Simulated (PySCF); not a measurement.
**SiF3 (trifluorosilyl): levels of theory compared**

We compute a comparison of 6 runs (UBHLYP/aug-cc-pVDZ, UCAM-B3LYP/aug-cc-pVDZ, UM06-2X/aug-cc-pVDZ, UM06-L/aug-cc-pVDZ, UPBE/aug-cc-pVDZ, UPBE0/aug-cc-pVDZ) of SiF3 (trifluorosilyl). The job is set up through a Python script.

The calculation is run with PySCF 2.14.0.

1 further run of the same task is left out (set aside as unsound or not needed).

### 1 The molecule

SiF3: 4 atoms, total charge 0, spin state doublet. SMILES: `F[Si](F)F`. The shape is that of a PBE0-D4/def2-TZVP optimisation.

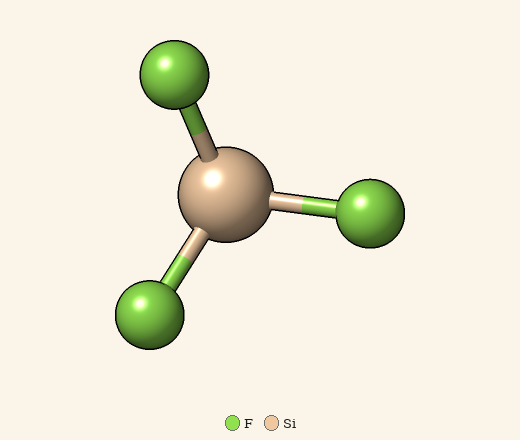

Viewed from a chosen angle; fluorine green, silicon light orange.

### 2 The energy at UBHLYP/aug-cc-pVDZ (run 1)

input.py

```python
from pyscf import gto, dft

system = gto.Mole()
system.atom = '''
F      1.483152    -0.958167     2.176398
Si    -0.534320     0.402625     0.442725
F     -1.878879    -1.686108    -1.217626
F      0.930048     2.241650    -1.401496
'''
system.basis = 'aug-cc-pvdz'
system.charge = 0
system.verbose = 4
system.max_memory = 1860
system.unit = 'bohr'
system.spin = 1
system.build()

mf = dft.UKS(system, xc='bhandhlyp')
mf.conv_tol = 1e-10
mf.grids.level = 5
mf.kernel()
if not mf.converged:
    mf = mf.newton().run(mf.mo_coeff, mf.mo_occ)

etot = mf.e_tot
print('E = %.10f Eh' % etot)
```

Launch:

```sh
OMP_NUM_THREADS=1 python input.py
```

Output:

```text
PySCF version 2.14.0

[... 94 lines left out ...]
converged SCF energy = -589.075749315691  <S^2> = 0.75146819  2S+1 = 2.0014677
E = -589.0757493157 Eh
```

Run time: 21 s. Hardware: 1 thread of Arm Neoverse V2, shared host; peak memory 0.49 GiB.

### 3 A single-point energy at UCAM-B3LYP/aug-cc-pVDZ (run 2)

input.py

```python
from pyscf import gto, dft

mol = gto.M(
    atom='F 0.784850 -0.507040 1.151700; Si -0.282750 0.213060 0.234280; F -0.994260 -0.892250 -0.644340; F 0.492160 1.186230 -0.741640',
    basis='aug-cc-pvdz',
    spin=1,
    verbose=4,
    max_memory=1860,
)

mf = dft.UKS(mol)
mf.xc = 'cam-b3lyp'
mf.conv_tol = 1e-10
mf.grids.level = 5
mf.kernel()
if not mf.converged:
    mf = mf.newton().run(mf.mo_coeff, mf.mo_occ)

e_final = mf.e_tot
print('E(%s) = %.9f' % ('CAM-B3LYP', e_final))
```

Launch:

```sh
OMP_NUM_THREADS=1 python input.py
```

Output:

```text
PySCF version 2.14.0

[... 53 lines left out ...]
WARN: HOMO -0.20432567920612 >= LUMO -0.204325679206117
[... 42 lines left out ...]
converged SCF energy = -589.119754841575  <S^2> = 0.75104994  2S+1 = 2.0010497
E(CAM-B3LYP) = -589.119754842
```

Wall time 28 s (1 thread of Arm Neoverse V2, shared host); peak memory 0.49 GiB.

Runs 3 to 5 aren't shown in full; the table further down has their settings and results.

### 4 The energy at UPBE0/aug-cc-pVDZ (run 6)

run.py

```python
from pyscf import gto, dft

system = gto.M(
    atom=[
    ('F', (0.784850, -0.507040, 1.151700)),
    ('Si', (-0.282750, 0.213060, 0.234280)),
    ('F', (-0.994260, -0.892250, -0.644340)),
    ('F', (0.492160, 1.186230, -0.741640)),
],
    spin=1,
    charge=0,
    basis='aug-cc-pvdz',
    verbose=3,
    max_memory=1860,
)

calc0 = dft.UKS(system, xc='pbe0')
calc0.conv_tol = 1e-10
calc0.grids.level = 5
calc0.kernel()
if not calc0.converged:
    calc0 = calc0.newton().run(calc0.mo_coeff, calc0.mo_occ)

etot = calc0.e_tot
print(f'total energy: {etot:.8f} hartree')
```

Launch:

```sh
OMP_NUM_THREADS=1 python run.py
```

Output:

```text
WARN: HOMO -0.203522826732376 >= LUMO -0.203522826732377

converged SCF energy = -588.77236287689  <S^2> = 0.75109429  2S+1 = 2.001094
total energy: -588.77236288 hartree
```

Wall time 19 s (1 thread of Arm Neoverse V2, shared host); peak memory 0.49 GiB.

### 5 Overview of the runs

| run | level | energy (Eh) | dipole moment (D) | HOMO energy (eV) | LUMO energy (eV) | wall time |
| --- | --- | --- | --- | --- | --- | --- |
| 1 | UBHLYP/aug-cc-pVDZ | -589.075749 | 1.37 | -9.24 | -2.89 | 21 s |
| 2 | UCAM-B3LYP/aug-cc-pVDZ | -589.119755 | 1.26 | -9.34 | -2.82 | 28 s |
| 3 | UM06-2X/aug-cc-pVDZ | -589.065358 | 1.29 | -8.98 | -4.53 | 51 s |
| 4 | UM06-L/aug-cc-pVDZ | -589.131878 | 1.22 | -6.83 | -4.68 | 50 s |
| 5 | UPBE/aug-cc-pVDZ | -588.745457 | 1.05 | -6.61 | -4.55 | 20 s |
| 6 | UPBE0/aug-cc-pVDZ | -588.772363 | 1.20 | -8.00 | -3.58 | 19 s |

### 6 Results

```
                                 quantity          value
                      run 6: total energy  -588.77236 Eh
                     run 6: dipole moment         1.20 D
run 6: HOMO energy (highest over α and β)       -8.00 eV
 run 6: LUMO energy (lowest over α and β)       -3.58 eV
                              run 6: ⟨S²⟩          0.751
```

The dipole moment (its size) runs from 1.05 D (UPBE/aug-cc-pVDZ) to 1.37 D (UBHLYP/aug-cc-pVDZ). Totals of different functionals can't be ranked against each other. All runs together took 3.2 min, the longest 51 s.
